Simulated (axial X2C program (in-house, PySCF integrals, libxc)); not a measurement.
# All-electron X2C curves of SnC, part 2 of 2

Computed with an in-house X2C program for linear molecules on PySCF integrals; all-electron X2C, Sn dyall-cv3z, C dyall-v3z.

**9. PBE0, 2c**

State followed: Ω = 2 (excess of +ω over −ω: ω = 1/2, ω = 3/2). The scan is laid around 2.020 Å, a first estimate of the minimum, and this SCF restarts from the orbitals of the search.

The SCF at the reference distance of 2.020 Å:

```text
two-component X2C + atomic mean field  PBE0
basis functions 171  fitting functions 906  grid points 5078
iter        total energy     max residual
   1      -6211.555678815     1.60e-05
   2      -6211.555678828     1.35e-05
   3      -6211.555678831     1.41e-05
   4      -6211.555678836     8.61e-06
   5      -6211.555678839     3.82e-06
   6      -6211.555678839     1.57e-06
converged
one-electron -8691.49573144  Coulomb 2576.39234660  exact exchange -42.23111702  xc functional -129.29115937  nuclear repulsion 78.59067489  atomic mean-field constant -3.52069249
```

Along the bond, energies from the lowest point:

| R (Å) | E (eV) | μ (D) | HOMO (eV) | LUMO (eV) | iterations |
| --- | --- | --- | --- | --- | --- |
| 1.757 | 0.8644 | -2.00 | -6.19 | -4.01 | 14 |
| 1.838 | 0.3478 | -2.17 | -5.98 | -3.88 | 14 |
| 1.899 | 0.1329 | -2.28 | -5.84 | -3.79 | 13 |
| 1.959 | 0.0263 | -2.38 | -5.72 | -3.71 | 13 |
| 2.020 | 0.0000 | -2.46 | -5.62 | -3.65 | 6 |
| 2.091 | 0.0414 | -2.55 | -5.53 | -3.59 | 14 |
| 2.161 | 0.1359 | -2.65 | -5.47 | -3.54 | 14 |
| 2.252 | 0.3062 | -2.81 | -5.44 | -3.51 | 14 |
| 2.363 | 0.5557 | -3.06 | -5.44 | -3.49 | 14 |
| 2.525 | 0.9483 | -3.48 | -5.48 | -3.50 | 14 |

Dipoles are positive if C is the positive end.

Outer spinors at the reference distance:

```csv
ω,occupied,ε (eV),atomic character,λ mixture
3/2,yes,-29.36,100% Sn d,"82% δ, 18% π"
1/2,yes,-29.35,99% Sn d,"52% σ, 48% π"
-1/2,yes,-29.32,99% Sn d,"57% π, 43% σ"
-3/2,yes,-29.30,100% Sn d,"83% δ, 17% π"
1/2,yes,-28.38,99% Sn d,"52% π, 48% σ"
-5/2,yes,-28.33,100% Sn d,100% δ
-1/2,yes,-28.33,99% Sn d,"57% σ, 43% π"
5/2,yes,-28.31,100% Sn d,100% δ
3/2,yes,-28.30,100% Sn d,"82% π, 18% δ"
-3/2,yes,-28.23,100% Sn d,"83% π, 17% δ"
1/2,yes,-17.40,"62% C s, 18% Sn s, 10% Sn p",100% σ
-1/2,yes,-15.01,"46% C s, 35% Sn s, 7% C p",100% σ
1/2,yes,-11.30,"48% Sn s, 30% C p, 12% C s",100% σ
-1/2,yes,-9.81,"43% Sn s, 21% Sn p, 21% C s",100% σ
1/2,yes,-7.35,"49% C p, 32% Sn p, 16% Sn s","99% σ, 1% π"
-1/2,yes,-7.12,"72% C p, 22% Sn p, 3% Sn d",100% π
3/2,yes,-7.08,"75% C p, 19% Sn p, 4% Sn d",100% π
1/2,yes,-5.62,"67% Sn p, 31% C p","99% π, 1% σ"
-3/2,no,-3.65,"67% Sn p, 31% C p",100% π
-1/2,no,-3.07,"55% C p, 26% Sn p, 9% C s","98% σ, 2% π"
-1/2,no,-2.12,"72% Sn p, 19% C p, 6% Sn d","99% π, 1% σ"
3/2,no,-1.93,"75% Sn p, 16% C p, 6% Sn d",100% π
```

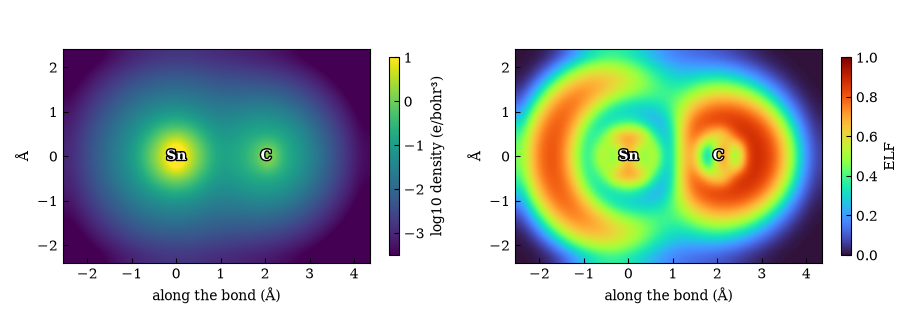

PBE0 fields in a plane through the axis, from a grid of 0.3 Å; Sn lies at z = 0 and C at z = 2.020 Å; the ELF is damped to zero where the density is low.

Re = 2.014 Å, ωe = 636 cm⁻¹, ωexe = 4.89 cm⁻¹, Be = 0.381 cm⁻¹, De = 3.19 eV, μ = -2.45 D.

**10. HF, 2c**

The SCF at the reference distance of 2.020 Å:

```text
two-component X2C + atomic mean field  HF
basis functions 171  fitting functions 906  grid points 5078
iter        total energy     max residual
   1      -6208.957870537     1.93e-01
   2      -6208.988671990     1.38e-02
   3      -6208.994861491     1.40e-02
   4      -6208.998626615     9.80e-03
   5      -6209.001251402     6.69e-03
   6      -6209.003014730     1.44e-03
   7      -6209.003075634     7.60e-04
   8      -6209.003102818     4.34e-04
   9      -6209.003113200     2.65e-04
  10      -6209.003117198     1.73e-04
  11      -6209.003118279     1.47e-04
  12      -6209.003118934     1.24e-04
  13      -6209.003120047     6.44e-05
  14      -6209.003120444     2.25e-05
  15      -6209.003120474     5.69e-06
  16      -6209.003120478     1.49e-06
  17      -6209.003120478     4.71e-07
converged
one-electron -8690.73474565  Coulomb 2575.76293766  exact exchange -169.10129489  xc functional 0.00000000  nuclear repulsion 78.59067489  atomic mean-field constant -3.52069249
```

Re = 2.102 Å, ωe = 572 cm⁻¹, ωexe = 3.25 cm⁻¹, Be = 0.3498 cm⁻¹, De = 1.72 eV, μ = -1.88 D.

**11. BHandHLYP, 2c**

The SCF at the reference distance of 2.020 Å:

```text
two-component X2C + atomic mean field  BHandHLYP
basis functions 171  fitting functions 906  grid points 5078
iter        total energy     max residual
   1      -6211.909426861     6.97e-02
   2      -6211.911582414     4.78e-03
   3      -6211.911666162     4.84e-03
   4      -6211.911918103     2.62e-03
   5      -6211.911995772     1.38e-03
   6      -6211.912078746     7.11e-04
   7      -6211.912116739     2.92e-04
   8      -6211.912121965     7.38e-05
   9      -6211.912122190     5.85e-05
  10      -6211.912122308     4.65e-05
  11      -6211.912122445     2.72e-05
  12      -6211.912122516     1.26e-05
  13      -6211.912122535     3.02e-06
  14      -6211.912122537     1.37e-06
converged
one-electron -8691.42519341  Coulomb 2576.35866431  exact exchange -84.48974215  xc functional -87.42583369  nuclear repulsion 78.59067489  atomic mean-field constant -3.52069249
```

Re = 2.029 Å, ωe = 605 cm⁻¹, ωexe = 3.82 cm⁻¹, Be = 0.3753 cm⁻¹, De = 2.66 eV, μ = -2.45 D.

**12. MP2 and beyond, 2c**

Correlated methods: 18 electrons correlated (frozen shells, counted by type: Sn 4 s, 3 p, 1 d; C 1 s), 234 virtual spinors in MP2, 110 natural virtuals in coupled cluster.

Output of the correlated part at 2.020 Å:

```text
correlated 18  virtual 234  natural virtual 110  E(MP2) -0.613666615  MP2 remainder -0.034554893
iter   CCSD correlation   residual
   1     -0.545651401   1.42e-01
   2     -0.560289108   6.76e-02
   3     -0.564489522   4.49e-02
   4     -0.566350248   2.92e-02
   5     -0.568144841   1.53e-02
   6     -0.568423978   6.49e-03
   7     -0.568433563   3.01e-03
   8     -0.568472471   1.64e-03
   9     -0.568430079   7.83e-04
  10     -0.568450316   3.87e-04
  11     -0.568447117   2.31e-04
  12     -0.568451195   1.52e-04
  13     -0.568449577   1.01e-04
  14     -0.568449379   6.37e-05
  15     -0.568450456   3.98e-05
  16     -0.568451607   2.50e-05
  17     -0.568452430   1.20e-05
  18     -0.568452889   6.25e-06
  19     -0.568453080   3.54e-06
  20     -0.568453175   2.06e-06
  21     -0.568453194   1.24e-06
(T) -0.020206800  T1 0.0606  D1 0.1684  max T2 0.093
```

MP2: No constants are quoted: the reference is strongly spin-contaminated.

CCSD: Re = 2.024 Å, ωe = 616 cm⁻¹, Be = 0.3771 cm⁻¹, De = 2.62 eV. T1 at Re = 0.043 (Lee–Taylor, the printed value over √2).

CCSD(T): Re = 2.015 Å, ωe = 633 cm⁻¹, Be = 0.3807 cm⁻¹, De = 2.66 eV. T1 at Re = 0.043 (Lee–Taylor, the printed value over √2).

**13. A higher determinant, 2c**

State: Ω = 1 (excess of +ω over −ω: ω = -1/2, ω = 3/2).

Output at the reference distance:

```text
two-component X2C + atomic mean field  PBE0
basis functions 171  fitting functions 906  grid points 5078
iter        total energy     max residual
   1      -6211.546046946     5.31e-06
   2      -6211.546046946     1.14e-05
converged
one-electron -8691.37908296  Coulomb 2576.28611866  exact exchange -42.22922662  xc functional -129.29383842  nuclear repulsion 78.59067489  atomic mean-field constant -3.52069249
```

| R (Å) | E above the lowest PBE0 point (eV) |
| --- | --- |
| 1.757 | 1.171 |
| 1.838 | 0.663 |
| 1.899 | 0.454 |
| 1.959 | 0.348 |
| 2.020 | 0.262 |
| 2.091 | 0.224 |
| 2.161 | 0.263 |
| 2.252 | 0.397 |
| 2.363 | 0.645 |

No constants are quoted: fits of two degrees disagree.

**14. The 2c curves together**

Energy (eV) of the followed determinant, 2c, from each level's lowest point:

| R (Å) | PBE0 | HF | MP2 (spin-contaminated) | CCSD | CCSD(T) | BHandHLYP |
| --- | --- | --- | --- | --- | --- | --- |
| 1.757 | 0.864 | 1.359 | 0.856 | n/a | n/a | 0.907 |
| 1.838 | 0.348 | 0.694 | 0.371 | 0.367 | 0.344 | 0.381 |
| 1.899 | 0.133 | 0.372 | 0.160 | 0.148 | 0.131 | 0.158 |
| 1.959 | 0.026 | 0.166 | 0.044 | 0.035 | 0.027 | 0.040 |
| 2.020 | 0.000 | 0.049 | 0.000 | 0.000 | 0.000 | 0.000 |
| 2.091 | 0.041 | 0.000 | 0.018 | 0.030 | 0.041 | 0.024 |
| 2.161 | 0.136 | 0.020 | 0.090 | 0.115 | 0.137 | 0.102 |
| 2.252 | 0.306 | 0.118 | 0.237 | 0.275 | 0.308 | 0.254 |
| 2.363 | 0.556 | 0.308 | 0.470 | n/a | n/a | 0.486 |
| 2.525 | 0.948 | 0.649 | 0.861 | n/a | n/a | 0.862 |

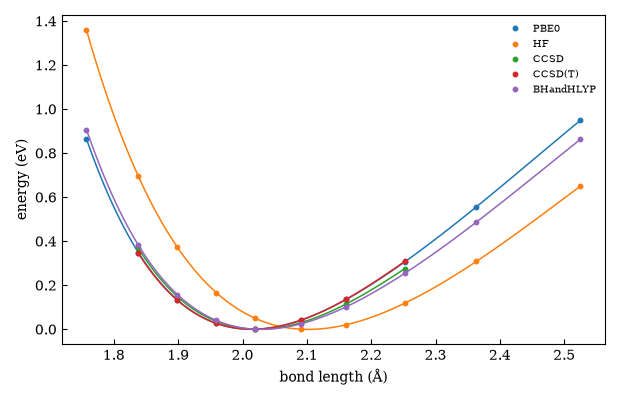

Curves of the followed state, 2c, each from its own lowest point. Left out: MP2.

The whole job took 7.1 min on 1 thread of Arm Neoverse V1, shared host; peak memory 1.7 GiB.

**15. Results**

This closing draws on all 2 parts.

Lowest determinant that the search found at its distance, spin-free: M_S = 1, Λ = 1 (beyond closed shells: σα, π+α, π+β, π-α).

Lowest determinant that the search found at its distance, 2c: Ω = 2 (excess of +ω over −ω: ω = 1/2, ω = 3/2).

```
Hamiltonian      level  Re (Å)  ωe (cm⁻¹)  De (eV)  μ (D)
  spin-free       PBE0   2.008        649     3.13  -2.52
  spin-free         HF   2.099        576     1.67  -1.87
  spin-free       CCSD   2.015        630     2.66    n/a
  spin-free    CCSD(T)   2.005        653     2.79    n/a
  spin-free  BHandHLYP   2.022        613     2.64  -2.51
         2c       PBE0   2.014        636     3.19  -2.45
         2c         HF   2.102        572     1.72  -1.88
         2c       CCSD   2.024        616     2.62    n/a
         2c    CCSD(T)   2.015        633     2.66    n/a
         2c  BHandHLYP   2.029        605     2.66  -2.45
```

Dipoles are positive if C is the positive end. No constants: spin-free MP2 (the reference is strongly spin-contaminated); 2c MP2 (the reference is strongly spin-contaminated). Spin-free ⟨S²⟩ is off its pure value at PBE0 2.21, HF 2.78, BHandHLYP 2.35.

Time per point (s) on 1 thread of Arm Neoverse V1, shared host (2c runs; CCSD comes with the CCSD(T) run); the times are rough: PBE0 0.67, HF 0.55, CCSD(T) 22, BHandHLYP 0.77.

What this shows: At CCSD(T), going from spin-free to two-component changes Re by +9 mÅ, ωe by -3.1 %; at least one of these shifts is too large to ignore. De moves by -0.13 eV; both De rest on single-determinant atoms, which can miss part of an open shell's spin–orbit lowering.

De refers to Sn + C, each in the lowest determinant found, which need not be this curve's own limit. Each curve is one determinant whose occupation by symmetry is held fixed; it was picked as the lowest of a PBE0 search that is not exhaustive. Dissociation energies refer to the lowest single-determinant-based atoms at the same level and basis. Density functionals use the spin component along the axis (collinear). CCSD and (T) use frozen natural virtuals with an MP2 correction for the truncation. With several unpaired electrons one determinant need not be a pure state. The spin-free determinant is spin-contaminated at some levels. T1 at Re is 0.045 (Lee–Taylor), above the customary mark of 0.02.
